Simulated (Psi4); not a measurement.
**Si2NH7 (SMILES [SiH3]N[SiH3]): wB97M-V/6-31G(d) (spherical functions)**

What is the energy change on altering one bond length of Si2NH7 at wB97M-V/6-31G* (spherical functions)? 

The calculation is run with Psi4 1.11.

2 further runs of the same task are left out: 2 set aside as unsound or not needed.

## Step 1: Starting point

The species is Si2NH7 (10 atoms), meant as a singlet with charge 0. SMILES: `[SiH3]N[SiH3]`. Geometry: relaxed at PBE0-D4/def2-TZVP.

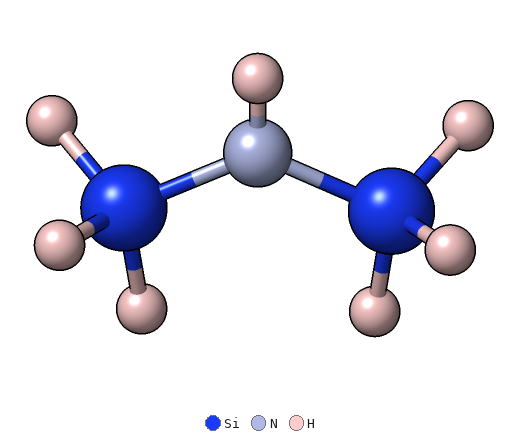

Viewed from a chosen angle; silicon blue, nitrogen light blue, hydrogen pink.

## Step 2: A single-point energy at wB97M-V/6-31G(d) (spherical functions)

input.inp reads:

```
memory 2200 mb

molecule system {
  Si    -1.042800     0.758390    -0.879990
  N      0.119990     0.500410     0.368670
  Si     0.995830    -0.935260     0.755390
  H     -1.373610    -0.567260    -1.458240
  H     -0.532280     1.645360    -1.962590
  H     -2.274280     1.393560    -0.336440
  H      0.361990     1.317290     0.912940
  H      0.403090    -2.042290    -0.034740
  H      0.897240    -1.243020     2.208320
  H      2.444830    -0.827180     0.426680
  units angstrom
  symmetry c1
}

set {
  basis 6-31G*
  reference rks
  puream true
  e_convergence 1e-09
  d_convergence 1e-08
  scf_type pk
  dft_radial_points 99
  dft_spherical_points 590
}

energy('wb97m-v')
```

The run is started by

```console
$ psi4 -i input.inp -o input.out -n 1
```

input.out:

```text
[...]
  Running in c1 symmetry.
[...]
  Nuclear repulsion =  156.903590374845123
[...]
  Multiplicity = 1
[...]
  Nalpha       = 21
  Nbeta        = 21
[...]
    Number of basis functions: 64
[...]
   @RKS iter   1:  -637.69406862916594   -5.32278e-01   8.91543e-03 DIIS/ADIIS
[...]
   @RKS iter  10:  -637.84473760762728   -1.01181e-11   5.52548e-09 DIIS
[...]
    Orbital Energies [Eh]
    ---------------------
    Doubly Occupied:
       1A    -66.409026     2A    -66.409020     3A    -14.498047
       4A     -5.448762     5A     -5.448760     6A     -3.762688
       7A     -3.762674     8A     -3.761795     9A     -3.761775
      10A     -3.761314    11A     -3.761308    12A     -0.968931
      13A     -0.666582    14A     -0.647016    15A     -0.547249
      16A     -0.479423    17A     -0.469835    18A     -0.440616
      19A     -0.433654    20A     -0.424179    21A     -0.350659
[...]
  @RKS Final Energy:  -637.84473760762728
   => Energetics <=
    Nuclear Repulsion Energy =            156.9035903748451233
    One-Electron Energy =               -1193.1245016649631907
    Two-Electron Energy =                 436.5970857091560902
    DFT Exchange-Correlation Energy =     -38.3916915575107822
    Empirical Dispersion Energy =           0.0000000000000000
    VV10 Nonlocal Energy =                  0.1707795308454461
    Total Energy =                       -637.8447376076271667
[...]
 Multipole Moments:
 ------------------------------------------------------------------------------------
     Multipole            Electronic (a.u.)      Nuclear  (a.u.)        Total (a.u.)
 ------------------------------------------------------------------------------------
 L = 1.  Multiply by 2.5417464519 to convert [e a0] to [Debye]
 Dipole X            :          0.1830461           -0.0949107            0.0881353
 Dipole Y            :          0.7526115           -0.4571995            0.2954120
 Dipole Z            :          0.5513478           -0.3552558            0.1960920
 Magnitude           :                                                    0.3653603
[...]
```

It took 3.3 min on 1 thread of Intel Xeon at 2.70GHz, shared host; peak memory 1.4 GiB.

## Step 3: The distorted shape

job.in reads:

```
memory 2200 MB

molecule m {
  0 1
  Si
  N 1 R2
  Si 2 R3 1 A3
  H 1 R4 2 A4 3 D4
  H 1 R5 4 A5 2 D5
  H 1 R6 4 A6 5 D6
  H 2 R7 1 A7 4 D7
  H 3 R8 2 A8 7 D8
  H 3 R9 8 A9 2 D9
  H 3 R10 8 A10 2 D10

  R2 = 1.725626
  R3 = 1.725629
  A3 = 128.94281
  R4 = 1.483629
  A4 = 107.37908
  D4 = 10.1699
  R5 = 1.489755
  A5 = 108.97528
  D5 = 122.21035
  R6 = 1.488432
  A6 = 109.82499
  D6 = 117.08941
  R7 = 1.010983
  A7 = 115.47104
  D7 = -173.90176
  R8 = 1.483631
  A8 = 107.37706
  D8 = 173.95868
  R9 = 3.2746
  A9 = 109.82301
  D9 = 120.70541
  R10 = 1.489742
  A10 = 108.97874
  D10 = -122.20592
  symmetry c1
  no_reorient
  no_com
}

set {
  basis                6-31G*
  puream               true
  e_convergence        1e-09
  d_convergence        1e-08
  scf_type             pk
  dft_radial_points    99
  dft_spherical_points 590
}

E, wfn = energy("wb97m-v", return_wfn=True)
```

The run is started by

```console
$ psi4 -i job.in -o job.out -n 1
```

job.out:

```text
[...]
  Running in c1 symmetry.
[...]
  Nuclear repulsion =  152.886298360758246
[...]
  Multiplicity = 1
[...]
  Nalpha       = 21
  Nbeta        = 21
[...]
    Number of basis functions: 64
[...]
   @RKS iter   1:  -637.49245903753365   -5.70621e-01   9.17088e-03 ADIIS/DIIS
[...]
   @RKS iter  12:  -637.67139614455948   -4.32010e-12   4.38156e-09 DIIS
[...]
    Orbital Energies [Eh]
    ---------------------
    Doubly Occupied:
       1A    -66.469475     2A    -66.427290     3A    -14.530665
       4A     -5.502857     5A     -5.467399     6A     -3.818045
       7A     -3.815789     8A     -3.814650     9A     -3.781561
      10A     -3.780248    11A     -3.779781    12A     -0.997167
      13A     -0.682748    14A     -0.666940    15A     -0.562235
      16A     -0.504636    17A     -0.485415    18A     -0.460364
      19A     -0.447019    20A     -0.392707    21A     -0.276394
[...]
  @RKS Final Energy:  -637.67139614455948
   => Energetics <=
    Nuclear Repulsion Energy =            152.8862983607582464
    One-Electron Energy =               -1183.9113629449268501
    Two-Electron Energy =                 431.4497121580867542
    DFT Exchange-Correlation Energy =     -38.2672455318181406
    Empirical Dispersion Energy =           0.0000000000000000
    VV10 Nonlocal Energy =                  0.1712018133405465
    Total Energy =                       -637.6713961445594805
[...]
 Multipole Moments:
 ------------------------------------------------------------------------------------
     Multipole            Electronic (a.u.)      Nuclear  (a.u.)        Total (a.u.)
 ------------------------------------------------------------------------------------
 L = 1.  Multiply by 2.5417464519 to convert [e a0] to [Debye]
 Dipole X            :          1.9511832           -1.0608698            0.8903133
 Dipole Y            :          0.7219532           -0.3761540            0.3457992
 Dipole Z            :         -1.6616021            0.8001996           -0.8614025
 Magnitude           :                                                    1.2861762
[...]
```

Run time: 3.4 min. Hardware: 1 thread of Intel Xeon at 2.70GHz, shared host; peak memory 1.4 GiB.

## Step 4: Outcome

Level: wB97M-V/6-31G* (spherical functions).

| quantity | value |
| --- | --- |
| first shape: total energy | -637.84474 Eh |
| first shape: dipole moment | 0.93 D |
| first shape: HOMO energy | -9.54 eV |
| first shape: LUMO energy | 2.14 eV |
| first shape: HOMO–LUMO gap | 11.68 eV |
| distorted shape: total energy | -637.67140 Eh |
| distorted shape: dipole moment | 3.27 D |
| distorted shape: HOMO energy | -7.52 eV |
| distorted shape: LUMO energy | -1.32 eV |
| distorted shape: HOMO–LUMO gap | 6.20 eV |
| energy change with the Si3–H9 bond stretched from 1.488 to 3.275 Å | 4.717 eV |

In words: With the Si3–H9 bond stretched from 1.488 to 3.275 Å the energy rises by 4.72 eV (109 kcal/mol). The first shape isn't relaxed at this level, so the change isn't measured from a minimum. A restricted reference can't describe the breaking bond well at this length.
